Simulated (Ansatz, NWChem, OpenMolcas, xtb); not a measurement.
Ligand exchange: CH3Br + KNH2 → CH5N + KBr

Species: CH3Br (bromomethane) `CBr`, singlet; KNH2 `[NH2][K]`, singlet; CH5N (methylamine) `CN`, singlet; KBr, singlet. The partners trade Br for NH2: C–Br and K–NH2 bonds give way to C–NH2 and K–Br.

Shapes, held fixed at every level: PBE0-D4/def2-TZVP. Programs: Ansatz 0.2.0, NWChem 7.3.0, OpenMolcas 26.06, xtb 6.7.1. A level may come from different programs for different species; with the same settings they agree closely. The zero-point and thermal change to 298 K, harmonic and unscaled (PBE0-D4/def2-TZVP), is +13.0 kJ/mol.

```tsv
level	kind	ΔH(298 K) (kJ/mol)	less CCSD(T)/def2-TZVPP
GFN0-xTB	semi-empirical	-30.6	+193.1
PBE0/def2-SVP	global hybrid	-252.9	-29.2
BHLYP-D4/def2-TZVPP	global hybrid	-243.5	-19.8
r2SCAN0-D4/def2-TZVPP	global hybrid	-238.9	-15.2
wB97M-V/def2-TZVPP	range-separated hybrid	-227.3	-3.6
B2PLYP/def2-TZVPP	double hybrid	-223.8	-0.1
MP2/def2-SVP	perturbation theory	-262.2	-38.5
CCSD(T)/def2-SVP	coupled cluster or CI	-259.7	-36.0
CCSD(T)/def2-TZVPP	coupled cluster or CI	-223.7	0.0
```

The highest level, CCSD(T)/def2-TZVPP, gives ΔH(298 K) = -223.7 kJ/mol; the levels span -262.2 to -30.6. GFN0-xTB strays far from the other rows. The column of differences is taken from that level and isn't an error. No measured value is set beside it here. Relativity is left out for Br. Outer-core shells of Br, K are correlated in most correlated rows, in sets that cover them unevenly.

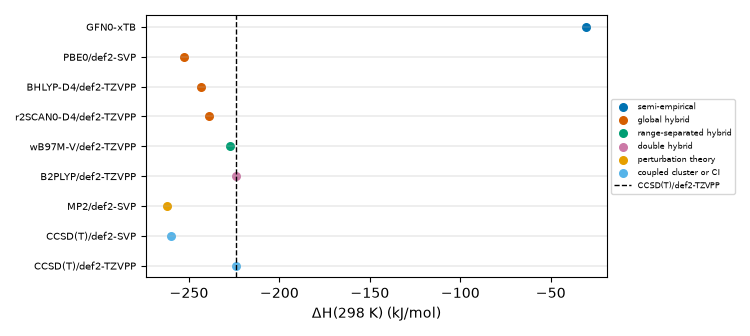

The values of the table, level by level.
